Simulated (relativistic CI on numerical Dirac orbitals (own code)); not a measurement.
```
atom Zr  Z=40  charge=3  electrons=37
nucleus A=90  rms_radius_fm=4.2694
hamiltonian dirac-coulomb  breit=on  qed=on  c_scale=1
orbitals kli  potential=per-configuration
slater_scale 1
correlation none
mixing on
configurations
  [Kr] 4d
  [Ne] 3s2 3p5 3d10 4s2 4p6 4d2
end
absorption M2,3 T=300 lorentz=1.2 gauss=0.4
crystal_field Td 10Dq=-19950
```

Multiplet model: relativistic Dirac–Coulomb–Breit theory, one configuration a step, Slater integrals scaled by 1, 300 K, Voigt broadening (Lorentzian 1.2 eV, Gaussian 0.4 eV full widths), computed with a radial Dirac CI code.

The M₂,₃ X-ray absorption spectrum that results, with the strongest transitions as sticks:

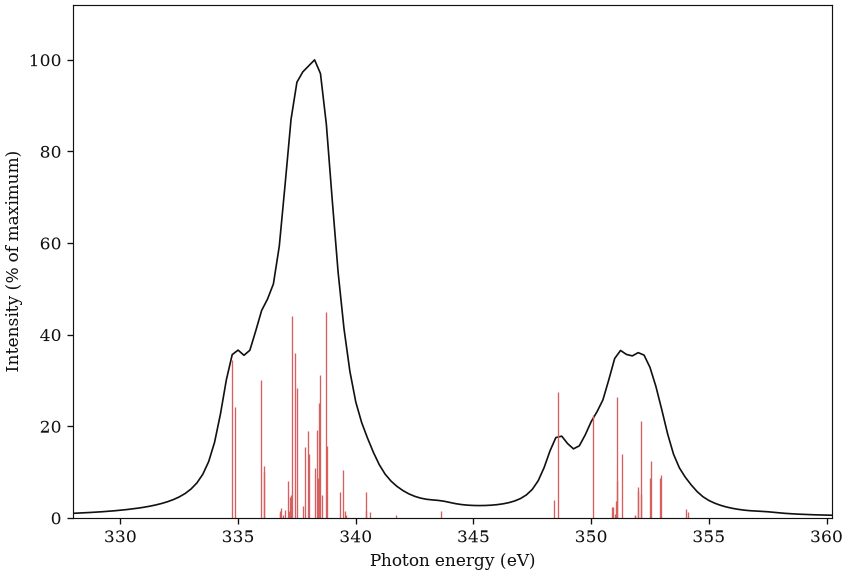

The main maxima lie at 335.0 eV (37), 338.2 eV (100), 348.7 eV (18), 351.3 eV (37) and 352.0 eV (36), heights in % of the largest; the centroid is at 341.4 eV. The lower edge holds 0.71 of the intensity (branching ratio, edges parted at 346 eV), and the core spin-orbit splitting of the orbitals is 13.9 eV. The ground state has S = 0.50.

Known limits: free-ion energies, so absolute edge positions are off by a few eV from solids.
